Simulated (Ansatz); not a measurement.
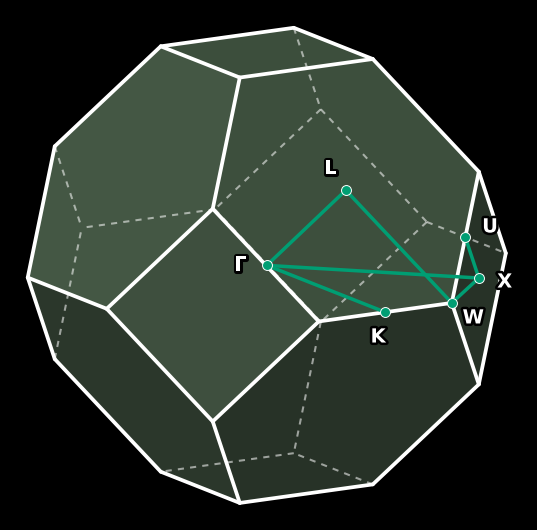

The figure shows the first Brillouin zone with its special points and a band path. Crystal: SiC, the input geometry of an electronic-structure calculation (not necessarily at equilibrium). Symmetry computed with spglib at a tolerance of 0.002 Å; standard conventional cell.

Labels and path follow the convention of Hinuma et al. (2017), as computed by seekpath.

What lattice type do the shape and the labels point to?

Answer. A face-centred cubic lattice (cF; extended symbol cF2). The zone is a truncated octahedron in its combinatorial type: 14 faces (6 with 4 edges, 8 with 6 edges), 36 edges, 24 vertices.

Write the standard path through the labelled points.

Answer. Γ–X–U | K–Γ–L–W–X
